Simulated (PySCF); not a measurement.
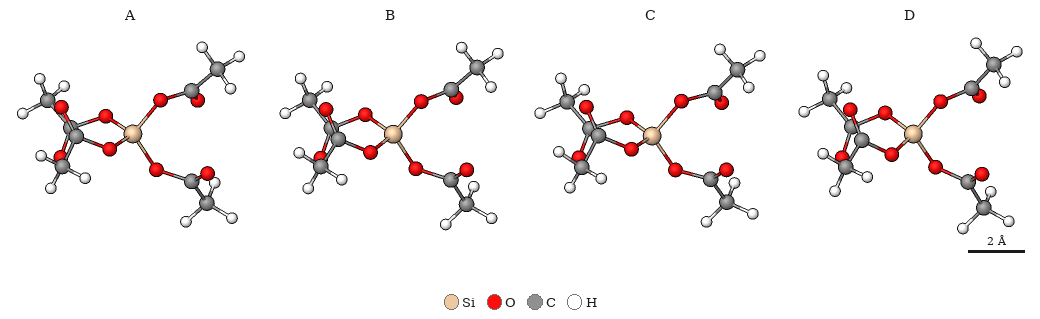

4 geometries from one relaxation of C8H12O8Si, in shuffled order. A ball-and-stick model, seen face on.

The start comes from GFN2-xTB. Its atoms were then displaced at random by about 0.03 Å.

These are results of PBE0-D3(BJ)/def2-SVP geometry optimisation, gas phase (PySCF), not measurements. 

### Order the frames from highest to lowest energy.

C, A, B, D. They are steps 0, 2, 6, 17, at +27.6 kcal/mol, +6.76 kcal/mol, +0.40 kcal/mol relative to the last. The energy falls by 27.6 kcal/mol in 17 geometry steps. The largest move after the best rigid fit is that of an H atom, 0.37 Å. By element the largest moves are H 0.37 Å, O 0.34 Å, C 0.26 Å, Si 0.09 Å. Some distances before and after: O–Si 1.568 → 1.661 Å, C–H 1.179 → 1.095 Å, O–Si 1.739 → 1.661 Å, C–H 1.043 → 1.101 Å. Bond angles that change, for instance: C–C–H 102.2° → 110.0°, O–C–C 104.8° → 111.7°, H–C–H 116.9° → 110.9°. The run took 27 min on 2 threads of Intel(R) Xeon(R) Platinum 8259CL CPU @ 2.50GHz, on a shared host.
